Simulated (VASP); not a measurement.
Band structure of VO2 (relaxed from the layer:2H-MoS2 structure). Calculation: PBEsol GGA, VASP's PBE PAW potentials (set 64) (plane waves; VASP).

The cell holds a wide vacuum, so values per volume refer to the whole cell. The moments were started parallel, and other spin orders were not tried in this run.

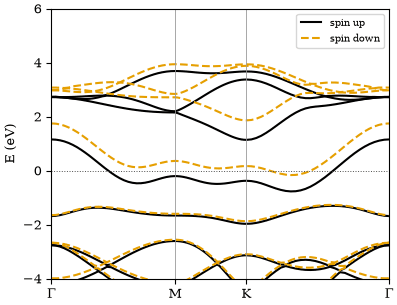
Figure. Bands along high-symmetry lines, zero at the valence-band maximum or, without a gap, the Fermi level

Read the plot: is there a gap, and where are the band edges?

It has no gap at this level: it comes out as a metal or semimetal. (Edges off the drawn lines would not show.)

The cell is a sheet with vacuum, built from a generated structure.
